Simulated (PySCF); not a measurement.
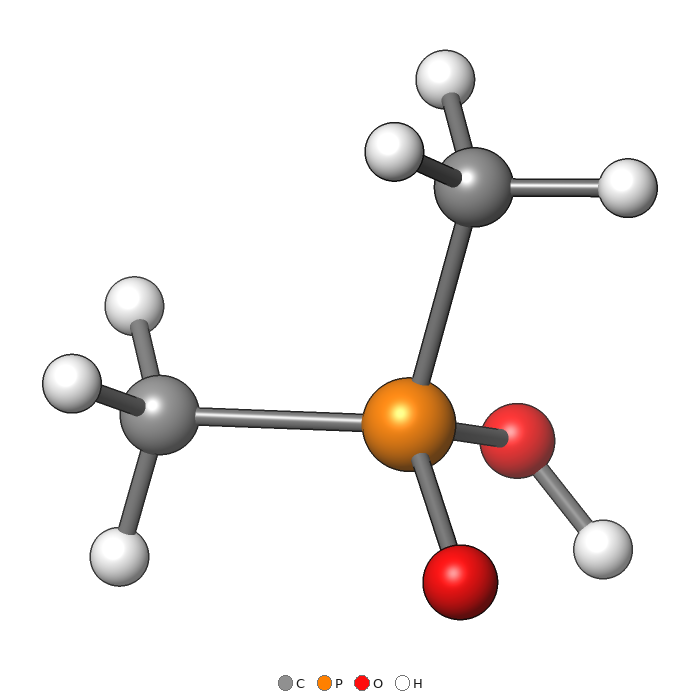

Rendered structure (ball-and-stick style). Every bond is drawn as one stick, whatever its order.

What is the molecular formula?

C2H7O2P, 12 atoms: 2 carbon, 7 hydrogen, 2 oxygen and 1 phosphorus.

Write the SMILES.

CP(C)(=O)O

Does it have rings?

It has no ring.

How many bonds of each kind are drawn?

6 C–H, 2 C–P, 2 O–P, 1 O–H.

The parts below concern this one geometry. Atoms keep their numbers from picture to picture. The geometry was computed by an optimisation with PBE0-D3(BJ)/def2-SVP. No frequency run is at hand to confirm it as a minimum.

**Shape**

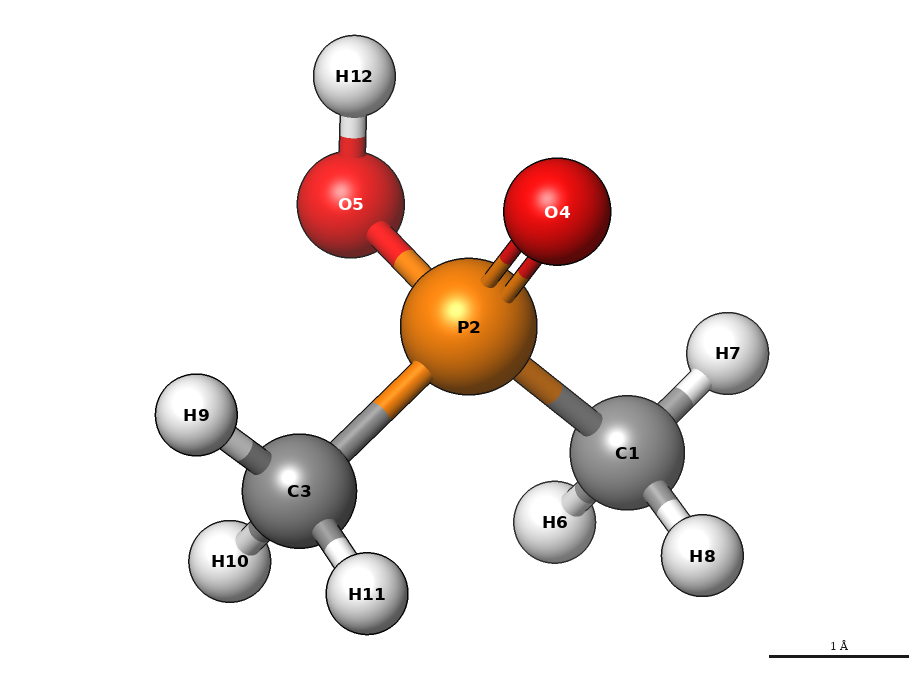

No frequency run is at hand to confirm it as a minimum.

Which atoms are bonded, and how long are the bonds?

| bond | length (Å) | order |
| --- | --- | --- |
| C1–P2 | 1.804 | single |
| C1–H6 | 1.099 | single |
| C1–H7 | 1.099 | single |
| C1–H8 | 1.100 | single |
| P2–C3 | 1.806 | single |
| P2–O4 | 1.489 | double |
| P2–O5 | 1.636 | single |
| C3–H9 | 1.100 | single |
| C3–H10 | 1.099 | single |
| C3–H11 | 1.099 | single |
| O5–H12 | 0.966 | single |

**Dipole moment**

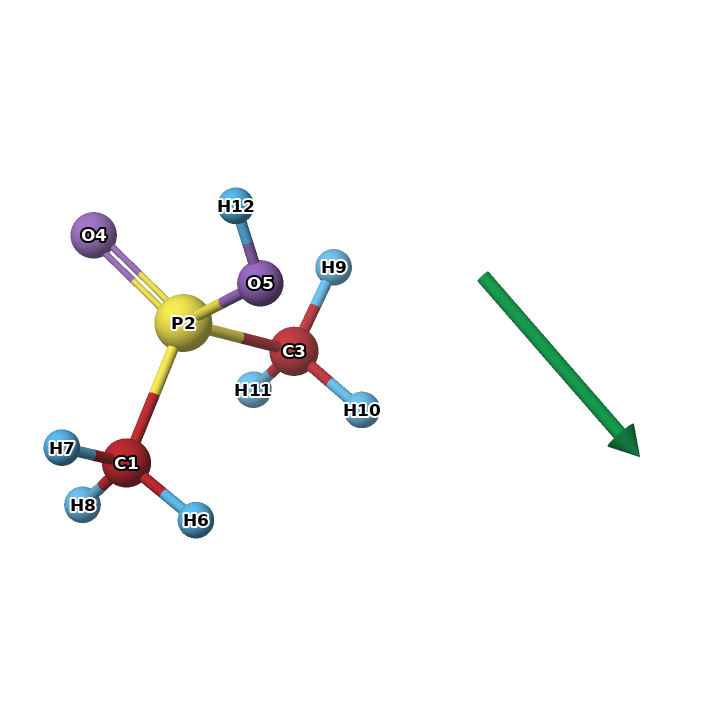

The arrow beside the molecule shows the direction of the dipole moment, from the negative to the positive end (its length means nothing). No frequency run is at hand to confirm it as a minimum. Level of theory: B97-D/pcSseg-2, gas phase (PySCF 2.14.0).

Estimate the dipole moment.

2.87 D; it points from the side of O4 to the side of H6, H10 (the outermost atoms at the two ends).

**Levels of theory compared**

No frequency run is at hand to confirm it as a minimum. Program: PySCF 2.14.0.

Tabulate HOMO–LUMO gap (eV) at these levels: B3LYP/pcSseg-2; B97-D/pcSseg-2; BLYP/pcSseg-2; BP86/pcSseg-2; KT2/pcSseg-2; KT3/pcSseg-2; LDA/pcSseg-2; OPBE/pcSseg-2; PBE/pcSseg-2; PBE0/pcSseg-2; mPW1PW91/pcSseg-2.

```json
{"level": "B3LYP/pcSseg-2", "HOMO–LUMO gap (eV)": "7.58"}
{"level": "B97-D/pcSseg-2", "HOMO–LUMO gap (eV)": "6.05"}
{"level": "BLYP/pcSseg-2", "HOMO–LUMO gap (eV)": "5.80"}
{"level": "BP86/pcSseg-2", "HOMO–LUMO gap (eV)": "6.18"}
{"level": "KT2/pcSseg-2", "HOMO–LUMO gap (eV)": "6.01"}
{"level": "KT3/pcSseg-2", "HOMO–LUMO gap (eV)": "5.82"}
{"level": "LDA/pcSseg-2", "HOMO–LUMO gap (eV)": "6.03"}
{"level": "OPBE/pcSseg-2", "HOMO–LUMO gap (eV)": "6.00"}
{"level": "PBE/pcSseg-2", "HOMO–LUMO gap (eV)": "5.93"}
{"level": "PBE0/pcSseg-2", "HOMO–LUMO gap (eV)": "8.14"}
{"level": "mPW1PW91/pcSseg-2", "HOMO–LUMO gap (eV)": "8.15"}
```

**NMR shielding**

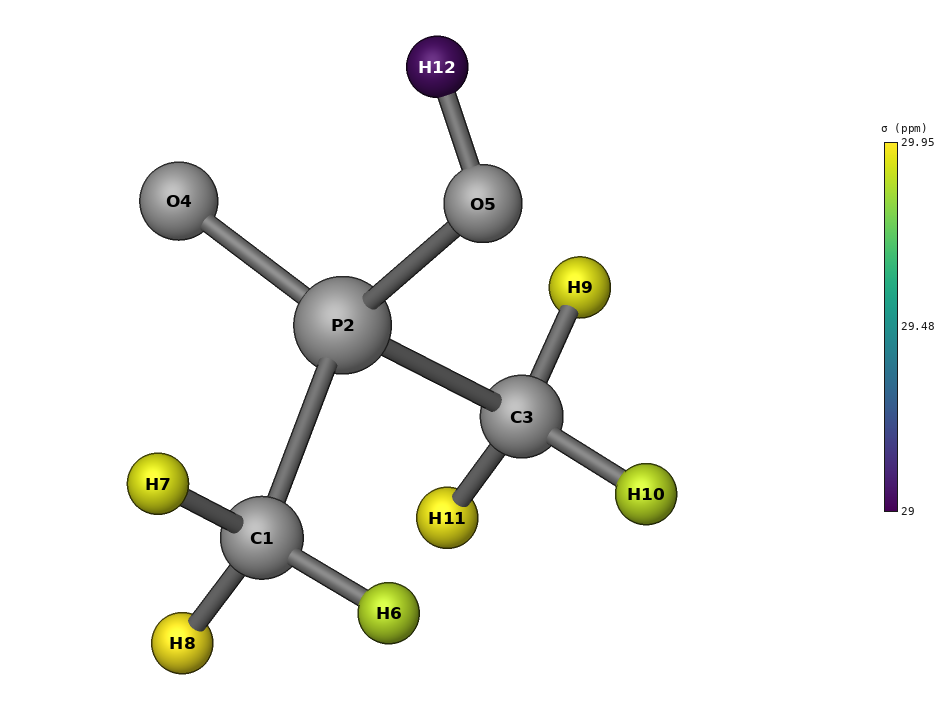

Atoms are coloured by their isotropic NMR shieldings (H only, the others grey). No frequency run is at hand to confirm it as a minimum. Method: GIAO OPBE/pcSseg-2 NMR shielding, non-relativistic, gas phase (PySCF 2.14.0).

Which H atom is the most shielded (lowest chemical shift)?

H8, H11 (29.92 to 29.94 ppm).

Which H atom is the least shielded (highest chemical shift)?

H12 (29.04 ppm).

How wide is the range of H shifts?

0.90 ppm.

Give the isotropic NMR shieldings of the H atoms atom by atom.

```tsv
atom	σ (ppm)
H6	29.85
H7	29.90
H8	29.94
H9	29.91
H10	29.85
H11	29.92
H12	29.04
```
